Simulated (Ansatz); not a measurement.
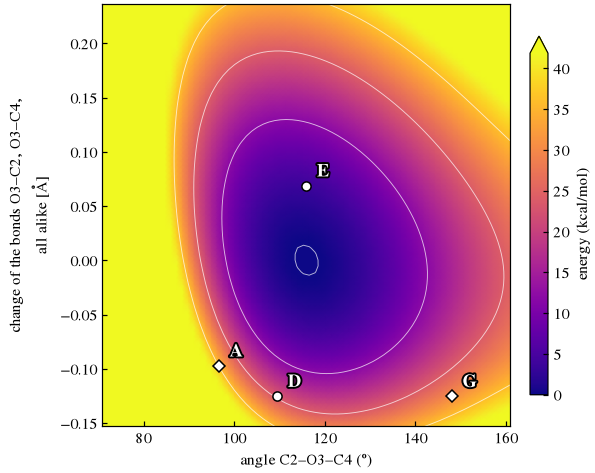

C2H7NO2, SMILES NCOCO. First axis: angle C2–O3–C4. Second axis: change of the bonds O3–C2, O3–C4, all alike. Nothing is relaxed (all other coordinates rigid). The grid has 15 × 15 points. Points are written as (first, second). Energies: kcal/mol, counted from the lowest grid point. Computed with Ansatz, RHF/def2-TZVP.

Drawn: a smooth colour map with a few white contour lines, one colour for all values above the top of the scale, lettered points. Between grid points the surface is interpolated.

Is D the lowest point of the computed grid?

No. D lies 23 kcal/mol above the lowest grid point, which is at (115.9°, 0.014 Å).

Rank the lettered points by energy, lowest first.

E (3.8 kcal/mol), D (23 kcal/mol), G (30 kcal/mol), A (36 kcal/mol).
